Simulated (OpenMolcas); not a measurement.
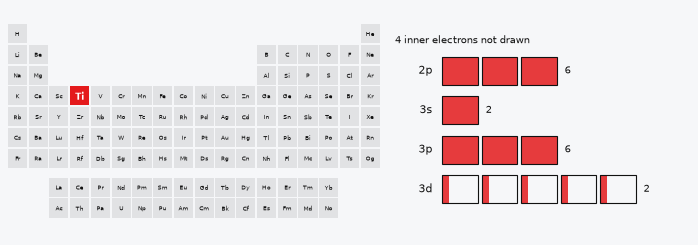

Left, the place of titanium in the periodic table; right, the outer shells of the leading configuration of the lowest level: a box for each of the 2l + 1 orbitals, shaded by the share of the shell that is filled, with the electron count at the right.

# Multiconfigurational calculation, with input and output: Ti²⁺ complex

System: Ti²⁺ with 6 ligands (Cl; octahedron, 2.73 Å), neutralised by 6 outer point charges of +0.67 e, whose field is part of the energies.
Method: state-averaged SS-CASPT2, IPEA shift 0.25, imaginary shift 0.1 hartree, closed shells 3s 3p of the metal and the valence shells of the ligands correlated, active space 2 electrons in the shell 3d, basis ANO-RCC-VTZP on the metal and ANO-RCC-VDZP on the ligands, DKH2 scalar Hamiltonian, spin-orbit coupling by RASSI with atomic mean-field integrals (OpenMolcas).

**Key numbers**

- outcome: converged
- energy of the lowest spin-free term: −3621.24176 hartree
- energy of the lowest spin-orbit level: −3621.24221 hartree
- CASPT2 correlation energy: −1.2731 hartree
- largest spread among components of a term: 52.8 cm⁻¹
- lowest reference weight: 0.665
- hardware: 1 thread of Arm Neoverse V1, 24 GiB of memory available, shared host
- wall time: 2.1 min
- peak memory: 0.2 GiB

**Remarks**

The components of ³T2, which symmetry makes degenerate, are split by 53 cm⁻¹ in CASPT2. This is an artefact; the levels of such states rest on averages and are uncertain by about as much. To bear in mind: distances are set from ionic radii, not optimised.

**Input file**
```
&GATEWAY
Coord
7

Ti 0.0 0.0 0.0
Cl 2.730000 0.000000 0.000000
Cl 0.000000 2.730000 0.000000
Cl -2.730000 0.000000 0.000000
Cl 0.000000 -2.730000 0.000000
Cl 0.000000 0.000000 2.730000
Cl 0.000000 0.000000 -2.730000
Basis=Ti.ANO-RCC-VTZP,Cl.ANO-RCC-VDZP
Group=XYZ
NoMove
AngMom=0.0 0.0 0.0
AMFI
RICD
XField
3 Angstrom 0
5.330000 0.000000 0.000000 0.666667
0.000000 5.330000 0.000000 0.666667
0.000000 0.000000 5.330000 0.666667
&SEWARD
&RASSCF
FileOrb=start.orb
Symmetry=1
Spin=3
nActEl=2 0 0
Inactive=30 33
Ras2=5 0
CIRoot=10 10 1
SDav=10
CIMx=300
Iter=150 100
PrWF=0.3
OrbListing=Nothing
MaxOrb=0
LevShft=1.0
>>> COPY $Project.JobIph JOB001
&RASSCF
FileOrb=start.orb
Symmetry=1
Spin=1
nActEl=2 0 0
Inactive=30 33
Ras2=5 0
CIRoot=15 15 1
SDav=15
CIMx=300
Iter=150 100
PrWF=0.3
OrbListing=Nothing
MaxOrb=0
LevShft=1.0
>>> COPY $Project.JobIph JOB002
&RASSI
NrOfJobIphs=2 10 15
1 2 3 4 5 6 7 8 9 10
1 2 3 4 5 6 7 8 9 10 11 12 13 14 15
IphNames
JOB001
JOB002
EJob
SpinOrbit
DIPRint=1.0
SOCoupling=1000.0
Subsets=2
Property=9
'ANGMOM' 1 'ANGMOM' 2 'ANGMOM' 3 'MLTPL  1' 1 'MLTPL  1' 2 'MLTPL  1' 3
'AMFI' 1 'AMFI' 2 'AMFI' 3
SOProperty=3
'ANGMOM' 1 'ANGMOM' 2 'ANGMOM' 3
>>> COPY JOB001 $Project.JobIph
&CASPT2
Multistate=10 1 2 3 4 5 6 7 8 9 10
NoMult
Frozen=17 18
IPEA=0.25
Imaginary=0.1
MaxIter=60
WThr=0.0 0.3 0.05
PrWF=0.5
NoMix
>>> COPY JOB002 $Project.JobIph
&CASPT2
Multistate=15 1 2 3 4 5 6 7 8 9 10 11 12 13 14 15
NoMult
Frozen=17 18
IPEA=0.25
Imaginary=0.1
MaxIter=60
WThr=0.0 0.3 0.05
PrWF=0.5
NoMix
```

The file start.orb holds starting orbitals from an earlier step. A driver script formed the levels outside the program, from RASSI's spin-orbit matrix and the CASPT2 energies (for multi-state variants, the effective Hamiltonian), averaged over the components of each term or state. The log and the time are those of the CASPT2 step.

Command:
```bash
OMP_NUM_THREADS=1 MOLCAS_MEM=2457 MOLCAS_PROJECT=a pymolcas a.inp > a.log  # once for each step of the input, in one work folder
```

**Log (extracts)**
```
--- CASPT2 ---
Orbital specifications:
      -----------------------

      Symmetry species                           1   2
                                                ag  au
      Frozen orbitals                           17  18
      Inactive orbitals                         13  15
      Active orbitals                            5   0
      Secondary orbitals                        49  50
      Deleted orbitals                           0   0
      Number of basis functions                 84  83
Type of calculation                        SS-CASPT2
      Fock operator                              state-specific
      IPEA shift                                 0.25
      Real shift                                 0.00
      Imaginary shift                            0.10
      The input orbitals will be transformed to quasi-canonical
Reference energy:       -3619.9686463988
      E2 (Non-variational):      -1.2710502641
      Shift correction:          -0.0020567552
      E2 (Variational):          -1.2731070193
      Total energy:           -3621.2417534180
      Residual norm:              0.0000001426
      Reference weight:           0.67811
      Contributions to the CASPT2 correlation energy
      Active & Virtual Only:         -0.0068338719
      One Inactive Excited:          -0.1189651845
      Two Inactive Excited:          -1.1452512077
Reference energy:       -3619.9686463987
      E2 (Non-variational):      -1.2710735402
      Shift correction:          -0.0020574205
      E2 (Variational):          -1.2731309607
      Total energy:           -3621.2417773593
      Residual norm:              0.0000001438
      Reference weight:           0.67809
      Contributions to the CASPT2 correlation energy
      Active & Virtual Only:         -0.0068501595
      One Inactive Excited:          -0.1189721908
      Two Inactive Excited:          -1.1452511899
::    CASPT2 Root  1     Total energy:  -3621.24175342
::    CASPT2 Root  2     Total energy:  -3621.24177736
::    CASPT2 Root  3     Total energy:  -3621.24176350
::    CASPT2 Root  4     Total energy:  -3621.22027881
::    CASPT2 Root  5     Total energy:  -3621.22003819
::    CASPT2 Root  6     Total energy:  -3621.22004777
::    CASPT2 Root  7     Total energy:  -3621.19657630
::    CASPT2 Root  8     Total energy:  -3621.17901921
::    CASPT2 Root  9     Total energy:  -3621.17901197
::    CASPT2 Root 10     Total energy:  -3621.17901941
--- CASPT2 ---
Orbital specifications:
      -----------------------

      Symmetry species                           1   2
                                                ag  au
      Frozen orbitals                           17  18
      Inactive orbitals                         13  15
      Active orbitals                            5   0
      Secondary orbitals                        49  50
      Deleted orbitals                           0   0
      Number of basis functions                 84  83
Type of calculation                        SS-CASPT2
      Fock operator                              state-specific
      IPEA shift                                 0.25
      Real shift                                 0.00
      Imaginary shift                            0.10
      The input orbitals will be transformed to quasi-canonical
Reference energy:       -3619.9159522567
      E2 (Non-variational):      -1.2872197803
      Shift correction:          -0.0022128677
      E2 (Variational):          -1.2894326480
      Total energy:           -3621.2053849047
      Residual norm:              0.0000004461
      Reference weight:           0.67320
      Contributions to the CASPT2 correlation energy
      Active & Virtual Only:         -0.0162731794
      One Inactive Excited:          -0.1197698515
      Two Inactive Excited:          -1.1511767495
Reference energy:       -3619.9159522567
      E2 (Non-variational):      -1.2871543542
      Shift correction:          -0.0022126725
      E2 (Variational):          -1.2893670266
      Total energy:           -3621.2053192833
      Residual norm:              0.0000004453
      Reference weight:           0.67322
      Contributions to the CASPT2 correlation energy
      Active & Virtual Only:         -0.0162731803
      One Inactive Excited:          -0.1197406996
      Two Inactive Excited:          -1.1511404743
::    CASPT2 Root  1     Total energy:  -3621.20538490
::    CASPT2 Root  2     Total energy:  -3621.20531928
::    CASPT2 Root  3     Total energy:  -3621.20528221
::    CASPT2 Root  4     Total energy:  -3621.19938479
::    CASPT2 Root  5     Total energy:  -3621.19916819
::    CASPT2 Root  6     Total energy:  -3621.17178361
::    CASPT2 Root  7     Total energy:  -3621.17170519
::    CASPT2 Root  8     Total energy:  -3621.17168436
::    CASPT2 Root  9     Total energy:  -3621.16009228
::    CASPT2 Root 10     Total energy:  -3621.16005384
::    CASPT2 Root 11     Total energy:  -3621.16012630
::    CASPT2 Root 12     Total energy:  -3621.16795543
::    CASPT2 Root 13     Total energy:  -3621.14857011
::    CASPT2 Root 14     Total energy:  -3621.14865610
::    CASPT2 Root 15     Total energy:  -3621.08594264
```

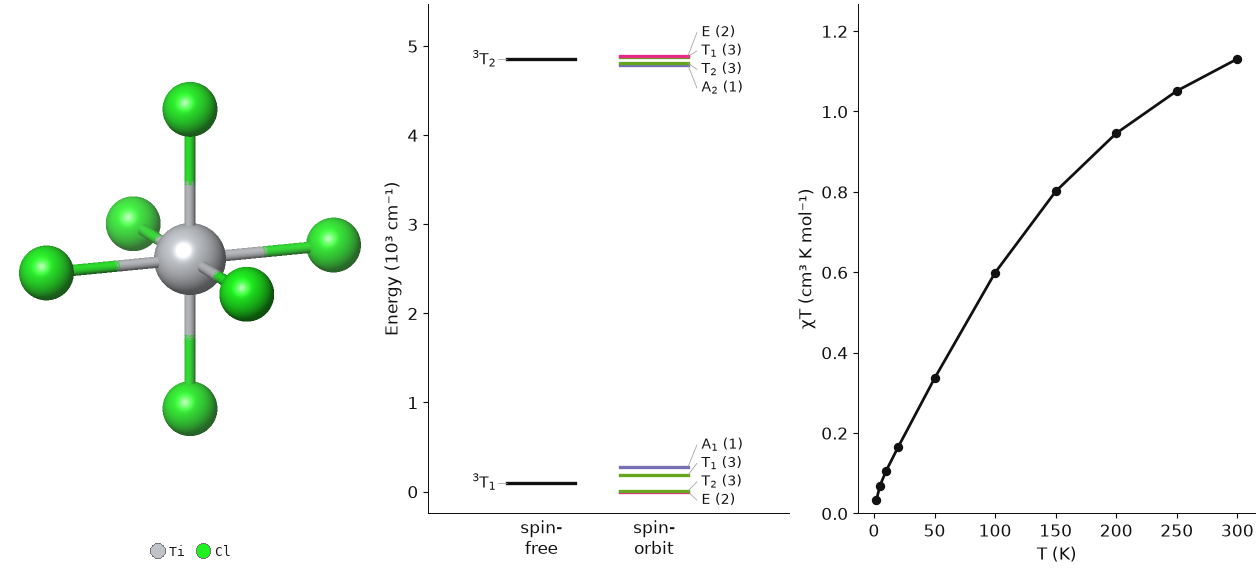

Ti²⁺ (3d²) with 6 ligands, Cl⁻, at 2.73 Å (arrangement: octahedron, Oh), neutralised by outer point charges of +0.67 e, and its levels and susceptibility. Labels give the representation in O, Td, D4 or D3 as the site allows (double group for half-integer spin) where it could be assigned and, in brackets, the degeneracy; spin-free states, where drawn, share the zero of the spin-orbit levels. Powder susceptibility by Van Vleck's formula. The ground level is E, doubly degenerate, 100 % from states of spin multiplicity 3. Its principal g values are all close to zero. The next level lies at 5.9 cm⁻¹ (T₂). The lowest spin-free state is ³T₁, from the free-ion F term; of the same spin there follows at 4,750 cm⁻¹ (³T₂) above it. χT is 0.0327 cm³ K mol⁻¹ at 2 K and 1.13 at 300 K, an effective moment of 3.01 μB.
